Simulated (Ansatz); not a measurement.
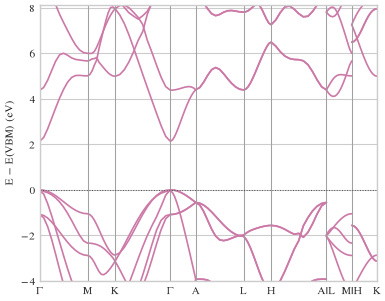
*Band structure from the program Ansatz at the LDA level (PAW)*

Problem. Read off the gap and where the band edges lie.

Solution. About 2.1 eV (2.13 eV by a search for the band edges); maximum at Γ, minimum at Γ.

Problem. Which compound is it?
(A) MgO, wurtzite
(B) GaN, wurtzite
(C) BN, P6_3/mmc (B on 2d, N on 2c)
(D) BP, P6_3/mmc (B on 2c, P on 2d)

Solution. B, GaN, wurtzite

Space group P6_3mc (wurtzite). The cell was relaxed with LDA under the symmetry of its start. Scalar-relativistic: spin–orbit coupling is off unless named, which matters more the heavier the elements.

Potentials: the earlier of the program's two PAW sets. The files were generated under PBE; for other functionals the program regenerates the frozen cores, and for LDA and PBEsol the local potential too.
